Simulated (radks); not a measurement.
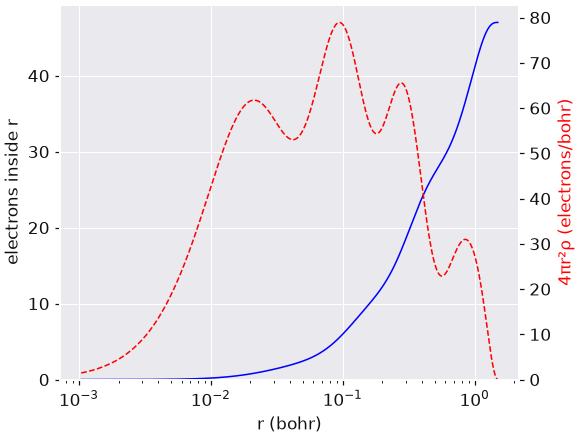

Cd⁺ (Z = 48, 47 electrons); electrons: [Kr] 4d10 5s1 (high spin). It sits in a hard spherical wall of radius 1.5 bohr. Method: scalar-relativistic Kohn-Sham, r2SCAN, spin-polarised, spherical densities, finite nucleus; computed with the in-house radial solver radks.

```
Z 48
configuration [Kr] 4d10 5s1 5p0 6s0 4f0
relativity scalar-relativistic
functional r2scan,r2scan
spin polarised
nucleus finite rms 4.6087 fm
wall 1.5 bohr
c 137.035999084
```

Launched within a batch that task.json describes:
```bash
python run_ks.py task.json out
```

The plot shows the number of electrons inside radius r (solid) and the radial density 4πr²ρ (dashed).

### What does the plot show?

The count levels off at 47 electrons. Half of them lie within 0.390 bohr, 90 % within 1.05 bohr and 99 % within 1.31 bohr. The radial density has minima at 0.0420, 0.180 and 0.565 bohr, where the count stands at 2.0, 11.1 and 28.8; these part the shells that the density resolves.
